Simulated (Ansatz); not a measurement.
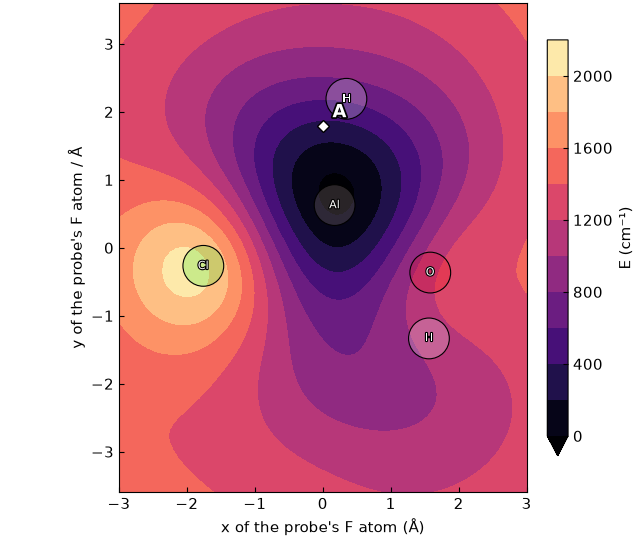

AlClH₂O (SMILES [OH][AlH][Cl]) with the probe HF. The probe is moved over a plane parallel to the molecule's main plane, 2.70 Å above it. The first coordinate is: x of the probe's F atom; the second: y of the probe's F atom. Nothing is relaxed (molecule and probe rigid, the probe upright with F nearest the plane). Grid: 11 × 13 points. Energies are in cm⁻¹, from the lowest grid point. Theory: RKS PBE-D4/def2-SVPD in Ansatz 0.2.0.

Drawn: filled contours, labelled circles for the molecule's atoms, projected on the plane, the point A. Between grid points the surface is interpolated.

Is A at rest? If not, where is it pushed?

A, at x of the probe's F atom = 0.0 Å, y of the probe's F atom = 1.8 Å, is not a stationary point. The computed force is 0.08 eV/Å in the plane, pointing down in the picture (components 0.006 and −0.080 eV/Å).
